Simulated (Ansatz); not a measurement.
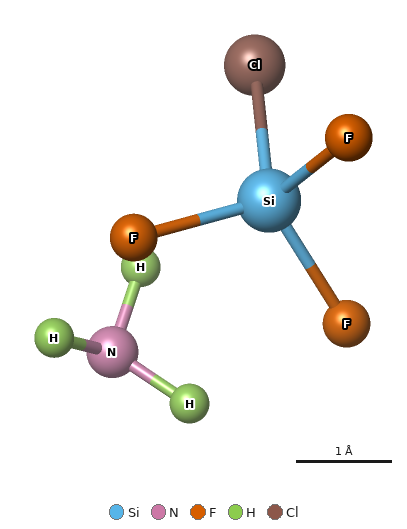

*The structure as given in the input (ball-and-stick view, seen at a tilt).*

Bond lengths as drawn: Cl–Si 2.09 Å, F–Si 1.60 Å and H–N 1.02 Å.

**Geometry relaxation of SiNH$_{3}$ClF$_{3}$**

System: SiNH$_{3}$ClF$_{3}$.
Method: RKS B3LYP/def2-SVP (Ansatz 0.2.0).

It belongs to a series of runs on one base structure; here: end point B relaxed.

What the program printed
```
The last accepted step is kept in [file] (removed where the run ends without a failure and the disk answers)
Engine: ansatz 0.2.0, x86_64-unknown-linux-gnu
Functional definition: B3LYP
  parameter a0 = 0.2
  parameter ax = 0.72
  parameter ac = 0.81
  exchange = (1 - a0 - ax)*slater_x + ax*b88_x + a0*exact_x
  correlation = (1 - ac)*vwn_rpa_c + ac*lyp_c
1081 factors; integrals over basis functions are off by at most 4.4e-4 eV
mean field evaluation 1: about -30073.8868 eV, gradient 7.1e1 eV
mean field evaluation 2: about -30054.6608 eV, gradient 1.2e2 eV
mean field evaluation 4: about -30082.6761 eV, gradient 6.7e0 eV
mean field evaluation 8: about -30082.7626 eV, gradient 3.5e-1 eV
mean field evaluation 16: about -30082.7628 eV, gradient 4.9e-5 eV
mean field -30082.76282317 eV, -1105.5211429226 hartree, gradient 4.9e-5 eV, S^2 0.000000; 0 other end points of the search recorded, 0 dependent functions left out
the calculation of the forces begins
reference -30082.76305159 eV, -1105.5211513168 hartree; 34, 34 occupied and 73, 73 virtual orbitals, 1081 factors
relax step   1: F+E_penalty+E_count = -30082.76282317 eV  Δ(F+E_penalty+E_count) = +0.000e0 eV  max|allowed force component| = 1.092e0 eV/Å  Δτ_max = 0.0000 Å  (28 SCF iters, accepted)
these checks for a lower state are left out or cut short: starts, cluster_reference, orbital_swaps, neighbouring_geometries, increment
1081 factors; integrals over basis functions are off by at most 4.4e-4 eV
mean field -30082.85436235 eV, -1105.5245069255 hartree, gradient 2.7e-5 eV, S^2 0.000000; 0 other end points of the search recorded, 0 dependent functions left out
the calculation of the forces begins
reference -30082.85459630 eV, -1105.5245155228 hartree; 34, 34 occupied and 73, 73 virtual orbitals, 1081 factors
relax step   2: F+E_penalty+E_count = -30082.85436235 eV  Δ(F+E_penalty+E_count) = -9.154e-2 eV  max|allowed force component| = 2.945e-1 eV/Å  Δτ_max = 0.1949 Å  (28 SCF iters, accepted)
these checks for a lower state are left out or cut short: starts, cluster_reference, orbital_swaps, neighbouring_geometries, increment
1081 factors; integrals over basis functions are off by at most 4.3e-4 eV
mean field evaluation 32: about -30082.8660 eV, gradient 7.4e-6 eV
mean field -30082.86598146 eV, -1105.5249339197 hartree, gradient 7.4e-6 eV, S^2 0.000000; 0 other end points of the search recorded, 0 dependent functions left out
the calculation of the forces begins
reference -30082.86621770 eV, -1105.5249426014 hartree; 34, 34 occupied and 73, 73 virtual orbitals, 1081 factors
relax step   3: F+E_penalty+E_count = -30082.86598146 eV  Δ(F+E_penalty+E_count) = -1.162e-2 eV  max|allowed force component| = 2.203e-1 eV/Å  Δτ_max = 0.0590 Å  (28 SCF iters, accepted)
these checks for a lower state are left out or cut short: starts, cluster_reference, orbital_swaps, neighbouring_geometries, increment
1081 factors; integrals over basis functions are off by at most 4.3e-4 eV
mean field -30082.87099503 eV, -1105.5251181650 hartree, gradient 7.4e-6 eV, S^2 0.000000; 0 other end points of the search recorded, 0 dependent functions left out
the calculation of the forces begins
reference -30082.87123283 eV, -1105.5251269039 hartree; 34, 34 occupied and 73, 73 virtual orbitals, 1081 factors
relax step   4: F+E_penalty+E_count = -30082.87099503 eV  Δ(F+E_penalty+E_count) = -5.014e-3 eV  max|allowed force component| = 1.459e-1 eV/Å  Δτ_max = 0.0997 Å  (28 SCF iters, accepted)
these checks for a lower state are left out or cut short: starts, cluster_reference, orbital_swaps, neighbouring_geometries, increment
1081 factors; integrals over basis functions are off by at most 4.2e-4 eV
mean field -30082.87392580 eV, -1105.5252258689 hartree, gradient 7.6e-6 eV, S^2 0.000000; 0 other end points of the search recorded, 0 dependent functions left out
the calculation of the forces begins
reference -30082.87416419 eV, -1105.5252346296 hartree; 34, 34 occupied and 73, 73 virtual orbitals, 1081 factors
relax step   5: F+E_penalty+E_count = -30082.87392580 eV  Δ(F+E_penalty+E_count) = -2.931e-3 eV  max|allowed force component| = 9.800e-2 eV/Å  Δτ_max = 0.0280 Å  (27 SCF iters, accepted)
these checks for a lower state are left out or cut short: starts, cluster_reference, orbital_swaps, neighbouring_geometries, increment
1081 factors; integrals over basis functions are off by at most 4.2e-4 eV
mean field -30082.87552214 eV, -1105.5252845334 hartree, gradient 7.4e-6 eV, S^2 0.000000; 0 other end points of the search recorded, 0 dependent functions left out
the calculation of the forces begins
reference -30082.87576039 eV, -1105.5252932888 hartree; 34, 34 occupied and 73, 73 virtual orbitals, 1081 factors
relax step   6: F+E_penalty+E_count = -30082.87552214 eV  Δ(F+E_penalty+E_count) = -1.596e-3 eV  max|allowed force component| = 2.814e-2 eV/Å  Δτ_max = 0.0241 Å  (28 SCF iters, accepted)
1081 factors; integrals over basis functions are off by at most 4.2e-4 eV
mean field evaluation 64: about -30082.8755 eV, gradient 2.5e-2 eV
```

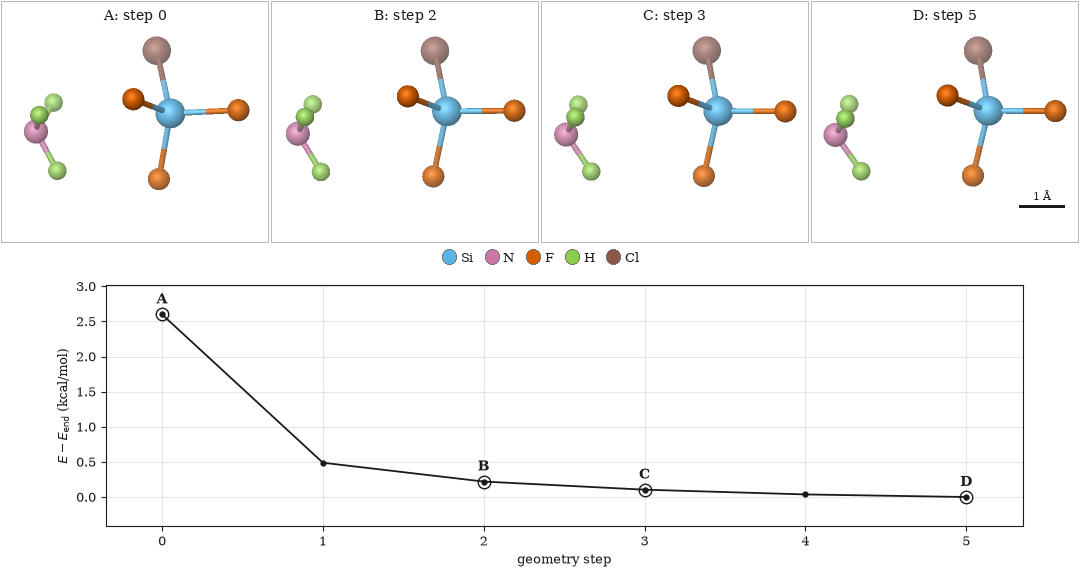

*Frames of the relaxation (ball-and-stick view, seen at a tilt) above the curves, on which the letters mark them (the first geometry is step 0 here and step 1 in the log).*

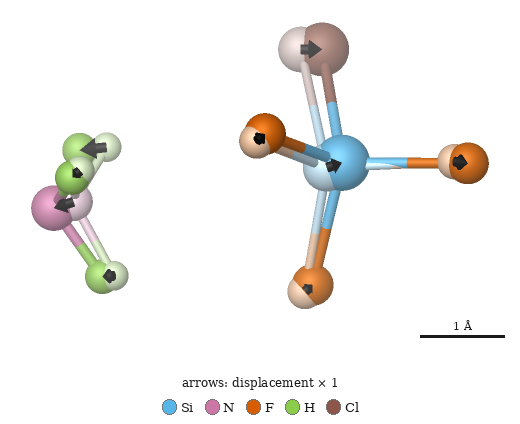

*Start (faint) and end (solid) with the displacements as black arrows, at true length (ball-and-stick view, seen at a tilt). The two geometries are laid on each other by the best rigid fit.*

The atom that moves furthest after the best rigid fit is H6 (0.33 Å). By element the largest moves are H 0.33 Å, Cl 0.26 Å, N 0.25 Å, Si 0.19 Å, F 0.18 Å. Among the contacts that change: Si1–Cl7 2.092 → 2.023 Å. Among the angles that change: H6–N2–H8 109.9° → 106.7°, F5–Si1–Cl7 107.3° → 110.0°, F3–Si1–F4 111.5° → 109.1°. After 5 geometry steps the energy has fallen by 2.60 kcal/mol. Largest force component: 1.1 eV/Å at the start, 0.028 eV/Å at the end. (Atoms are counted from 1 in the order of the input.)

```
mean field -30082.87552214 eV, -1105.5252845334 hartree, gradient 7.4e-6 eV, S^2 0.000000; 1 other end points of the search recorded, 0 dependent functions left out
the calculation of the forces begins
reference -30082.87576039 eV, -1105.5252932888 hartree; 34, 34 occupied and 73, 73 virtual orbitals, 1081 factors
Total energy: -30082.87576039 eV, -1105.5252932888 hartree
Atom 0 at    -1.436477     0.120196    -0.201828 Å, force     0.028140     0.016491     0.009728 eV/Å
Atom 1 at     2.066116    -0.289733     0.267610 Å, force    -0.002969     0.024348     0.000526 eV/Å
Atom 2 at    -0.657589    -0.370895    -1.508631 Å, force    -0.006548    -0.000315     0.009613 eV/Å
Atom 3 at    -1.048424    -0.828434     1.024982 Å, force    -0.002840     0.001049    -0.011660 eV/Å
Atom 4 at    -3.000555    -0.042488    -0.471995 Å, force    -0.015438    -0.010640    -0.005832 eV/Å
Atom 5 at     1.849715     0.689471     0.456100 Å, force     0.006668    -0.000470     0.002136 eV/Å
Atom 6 at    -1.004290     2.052226     0.213628 Å, force    -0.000342    -0.004353    -0.000645 eV/Å
Atom 7 at     1.489411    -0.845132     0.899726 Å, force    -0.002811    -0.008530    -0.009745 eV/Å
Atom 8 at     1.742095    -0.485112    -0.679790 Å, force    -0.003859    -0.017580     0.005879 eV/Å
Dipole moment:    -0.274486     0.199063    -0.005503 e Å
```

Trajectory as extended XYZ (Å, eV, eV/Å), 6 frames, from step=1 to step=6
```
9
Properties=species:S:1:pos:R:3:forces:R:3 step=1 energy=-30082.76282
Si   -1.2542    0.0610   -0.1798   -0.0067   1.0916   0.1704
N     1.8341   -0.2035    0.2522    0.2581   0.0423   0.0625
F    -0.5701   -0.4810   -1.5184   -0.0011   0.0061   0.0042
F    -0.9591   -0.9023    1.0610    0.0048   0.0000   0.0015
F    -2.8328    0.0137   -0.4225   -0.0024   0.0049  -0.0066
H     1.5278    0.7438    0.4628    0.0793  -0.0990  -0.0172
Cl   -0.7444    2.0500    0.2209   -0.3334  -1.0429  -0.2192
H     1.3454   -0.8650    0.8483    0.0151   0.0007   0.0007
H     1.6532   -0.4165   -0.7245   -0.0137  -0.0036   0.0036
9
Properties=species:S:1:pos:R:3:forces:R:3 step=2 energy=-30082.85436
Si   -1.3572    0.0894   -0.1942   -0.2008   0.2945   0.0338
N     1.9640   -0.2392    0.2636    0.2217   0.0008  -0.0024
F    -0.6504   -0.4377   -1.5276    0.0759  -0.0193   0.0882
F    -1.0349   -0.8643    1.0482    0.0987   0.0096  -0.0750
F    -2.9332    0.0009   -0.4417   -0.0205  -0.0192  -0.0124
H     1.7196    0.7231    0.4907   -0.0404  -0.0826  -0.0380
Cl   -0.8777    2.0303    0.1970   -0.0178  -0.2410  -0.0405
H     1.4473   -0.8709    0.8704   -0.0597   0.0265  -0.0101
H     1.7225   -0.4314   -0.7067   -0.0571   0.0308   0.0565
9
Properties=species:S:1:pos:R:3:forces:R:3 step=3 energy=-30082.86598
Si   -1.4025    0.1097   -0.1976   -0.2203  -0.1611  -0.0515
N     2.0174   -0.2574    0.2668    0.1811  -0.0210  -0.0314
F    -0.6673   -0.4018   -1.5221    0.0500  -0.0377   0.0822
F    -1.0554   -0.8355    1.0449    0.0753  -0.0014  -0.0806
F    -2.9747   -0.0213   -0.4553    0.0295   0.0121   0.0023
H     1.7736    0.7069    0.4883   -0.0502  -0.0700  -0.0377
Cl   -0.9366    2.0302    0.1931    0.0523   0.1981   0.0472
H     1.4927   -0.8776    0.8801   -0.0647   0.0355  -0.0138
H     1.7528   -0.4529   -0.6983   -0.0530   0.0454   0.0833
9
Properties=species:S:1:pos:R:3:forces:R:3 step=4 energy=-30082.87100
Si   -1.4327    0.1138   -0.2022   -0.1459  -0.0604  -0.0336
N     2.0525   -0.2807    0.2664    0.0955  -0.0278  -0.0004
F    -0.6787   -0.3871   -1.5204    0.0387  -0.0279   0.0707
F    -1.0674   -0.8284    1.0372    0.0613   0.0028  -0.0624
F    -3.0017   -0.0444   -0.4661    0.0673   0.0443   0.0149
H     1.8728    0.6979    0.4924   -0.0600  -0.0810  -0.0387
Cl   -0.9757    2.0413    0.1945   -0.0057   0.0519   0.0160
H     1.4890   -0.8602    0.8878   -0.0225   0.0563  -0.0252
H     1.7418   -0.4520   -0.6899   -0.0287   0.0417   0.0586
9
Properties=species:S:1:pos:R:3:forces:R:3 step=5 energy=-30082.87393
Si   -1.4392    0.1216   -0.2015   -0.0980  -0.0525  -0.0331
N     2.0654   -0.2883    0.2676    0.0341  -0.0190   0.0142
F    -0.6696   -0.3704   -1.5141    0.0151  -0.0146   0.0540
F    -1.0591   -0.8199    1.0337    0.0351   0.0058  -0.0430
F    -3.0054   -0.0538   -0.4704    0.0798   0.0457   0.0180
H     1.8635    0.6903    0.4759   -0.0304  -0.0557  -0.0257
Cl   -1.0000    2.0532    0.2019   -0.0169   0.0190   0.0076
H     1.4944   -0.8592    0.8913   -0.0034   0.0413  -0.0137
H     1.7499   -0.4735   -0.6845   -0.0154   0.0300   0.0218
9
Properties=species:S:1:pos:R:3:forces:R:3 step=6 energy=-30082.87552
Si   -1.4365    0.1202   -0.2018    0.0281   0.0165   0.0097
N     2.0661   -0.2897    0.2676   -0.0030   0.0243   0.0005
F    -0.6576   -0.3709   -1.5086   -0.0065  -0.0003   0.0096
F    -1.0484   -0.8284    1.0250   -0.0028   0.0010  -0.0117
F    -3.0006   -0.0425   -0.4720   -0.0154  -0.0106  -0.0058
H     1.8497    0.6895    0.4561    0.0067  -0.0005   0.0021
Cl   -1.0043    2.0522    0.2136   -0.0003  -0.0044  -0.0006
H     1.4894   -0.8451    0.8997   -0.0028  -0.0085  -0.0097
H     1.7421   -0.4851   -0.6798   -0.0039  -0.0176   0.0059
```

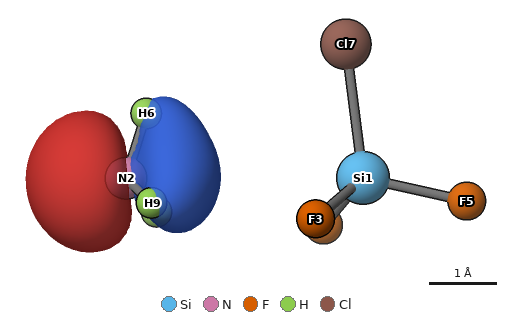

*One frontier orbital at ±0.15 Å⁻³ᐟ² (red and blue are the two phases), seen face on.*

The HOMO, at −7.06 eV.

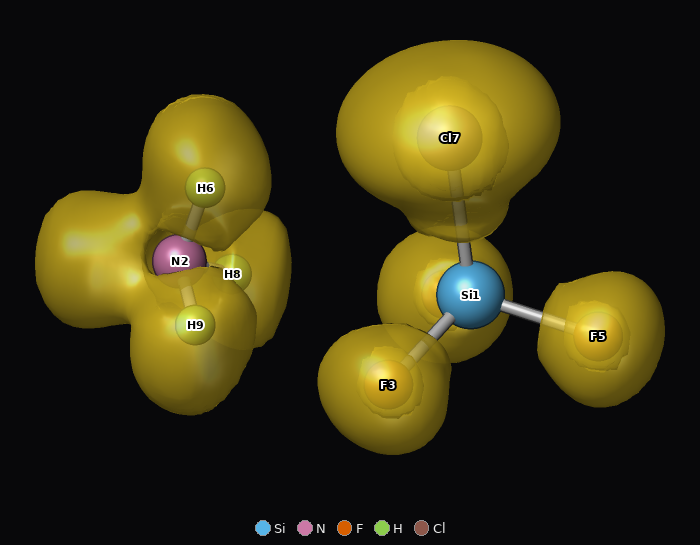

*Isosurface of the electron localisation function at 0.75 (yellow), seen at a tilt. Core shells and regions of very low density are left out.*

Along the contacts the grid gives the following. Si1···N2 (3.56 Å): the ELF is only about 0 between them (a non-bonded, intermolecular contact). Si–F (1.60 Å): the ELF peaks at about 0.90 between the atoms.

The run was set up as follows.

The input
```yaml
crystal:
  periodic: [false, false, false]
  atoms:
    - { symbol: Si, position_ang: [-1.254158, 0.061008, -0.179817] }
    - { symbol: "N", position_ang: [1.834105, -0.203496, 0.252156] }
    - { symbol: F, position_ang: [-0.570114, -0.481013, -1.518443] }
    - { symbol: F, position_ang: [-0.959061, -0.902303, 1.060985] }
    - { symbol: F, position_ang: [-2.832807, 0.013666, -0.422549] }
    - { symbol: H, position_ang: [1.52781, 0.743771, 0.462789] }
    - { symbol: Cl, position_ang: [-0.744388, 2.049991, 0.220912] }
    - { symbol: H, position_ang: [1.345398, -0.864998, 0.848255] }
    - { symbol: H, position_ang: [1.653215, -0.416527, -0.724486] }
basis:
  gaussian: { orbitals: def2-SVP }
hamiltonian:
  xc: b3lyp
relax:
  f_tol: 0.03
  max_steps: 50
output:
  orbitals: {}
```

Command:
```bash
ansatz run input.yaml --threads 2 --pin off --max-ram 3072MiB --backend cpu --events-out ev --progress --plain --runs-dir out
```

Summary

```tsv
quantity	value
outcome	converged
total energy	−30082.8758 eV
mean-field energy	−30082.8758 eV
largest force (length of the vector) at the end	0.034 eV/Å
hardware	2 threads of Intel Xeon @ 2.50GHz (Skylake/Cascade Lake), 16 GiB of memory available, shared host
wall time	20 s (CPU time 39 s)
peak memory	0.27 GiB
```
